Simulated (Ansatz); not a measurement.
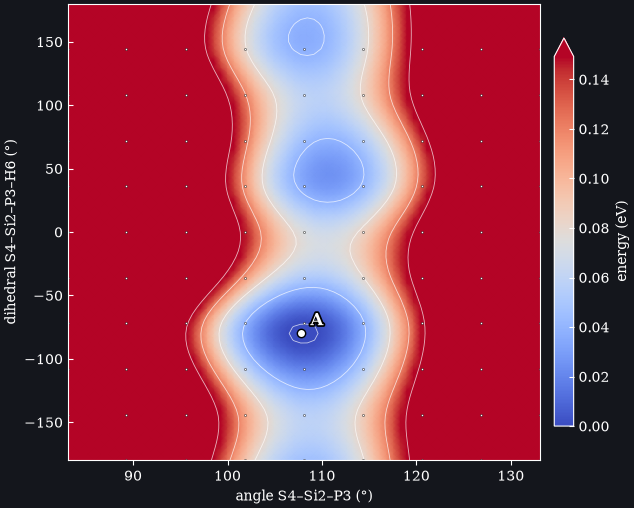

ClFH₃PSSi, SMILES F[Si](P)(S)Cl. The first coordinate is: angle S4–Si2–P3; the second: dihedral S4–Si2–P3–H6. Nothing is relaxed (all other coordinates rigid). Grid: 9 × 10 points. Points are written as (first, second). Energies are in eV, from the lowest grid point. Computed with Ansatz 0.2.0, RKS BHLYP-D4/def2-SVP.

Drawn: a smooth colour map with a few white contour lines, dots at the grid points, one colour for all values above the top of the scale, the point A. Between grid points the surface is interpolated.

Find the lowest pass out of the well at A.

The easiest path leads from the well at about (108°, −80°) to the well at about (108°, 155°), about 0.039 eV higher. Its highest point lies about 0.061 eV above the bottom of the first well on the interpolated surface, at about (109°, −150°). Seen from the upper well the barrier is about 0.022 eV. The start is the relaxed structure and all else is held, so a fully relaxed path at this level can only be lower.

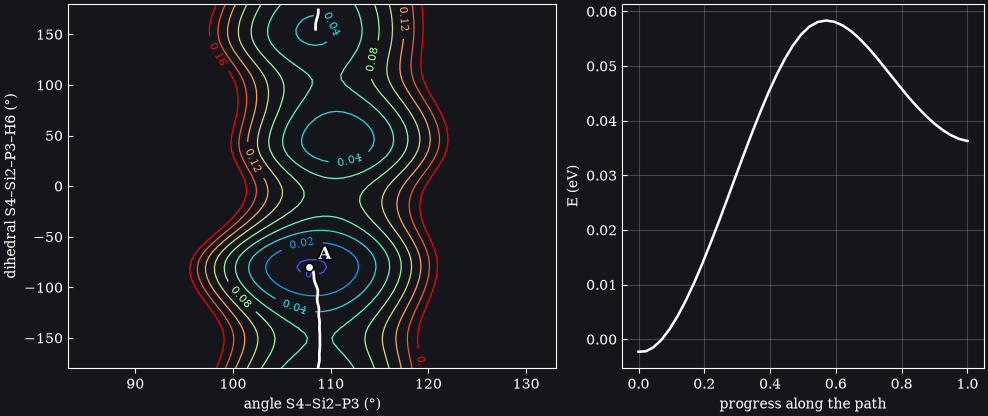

Drawn: contour lines labelled in eV (none above 0.16), a line along the lowest path, the energy along the path at the right. Between grid points the surface is interpolated.
